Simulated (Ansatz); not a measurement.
```json
{"atom": "Hf", "x (Å)": "0.0517", "y (Å)": "-0.0555", "z (Å)": "0.9082"}
{"atom": "Cl", "x (Å)": "0.2636", "y (Å)": "1.7480", "z (Å)": "2.6774"}
{"atom": "F", "x (Å)": "1.8349", "y (Å)": "-0.1031", "z (Å)": "0.2392"}
{"atom": "Cl", "x (Å)": "-1.3473", "y (Å)": "1.2778", "z (Å)": "-0.4484"}
{"atom": "Cl", "x (Å)": "-0.8281", "y (Å)": "-2.2160", "z (Å)": "0.3607"}
{"atom": "O", "x (Å)": "-0.1315", "y (Å)": "-0.7364", "z (Å)": "2.8515"}
{"atom": "H", "x (Å)": "-0.8646", "y (Å)": "-0.7159", "z (Å)": "3.5008"}
```

Core potentials replace the inner electrons of Hf.

Method: Ansatz, UKS PBE/def2-SVP.

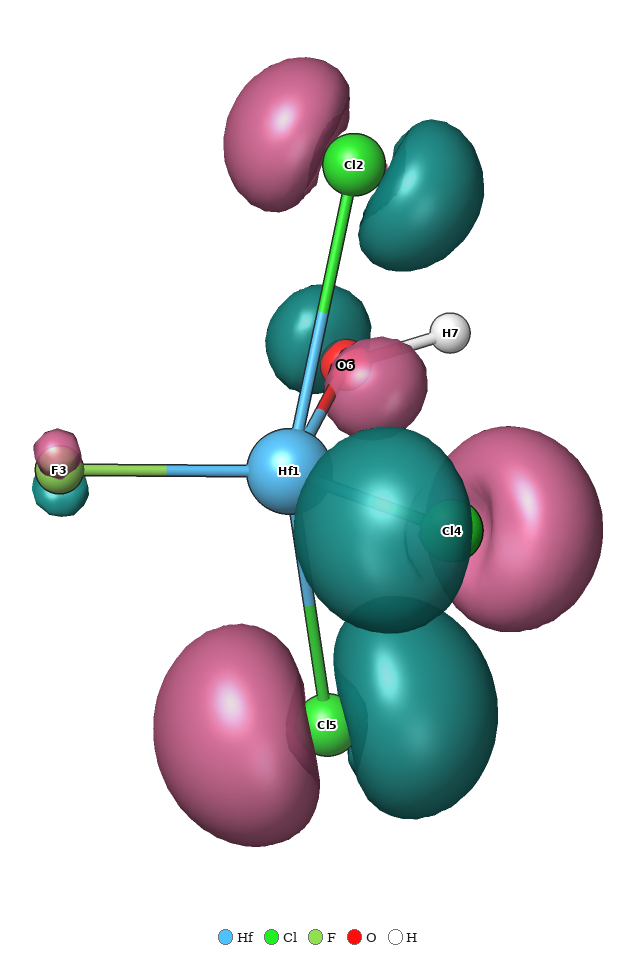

Cl3FHHfO (doublet). The HOMO−1 (β) at ±0.15 Å⁻³ᐟ² (teal and pink are the two phases), seen at an oblique angle.

Question: What is the character of this orbital?

Answer: It lies mainly on Cl5 (about 40 %), Cl4 (about 30 %) and Cl2 (about 15 %); largely a combination of lone pairs on Cl5, Cl4 and Cl2. Its energy is −7.96 eV.
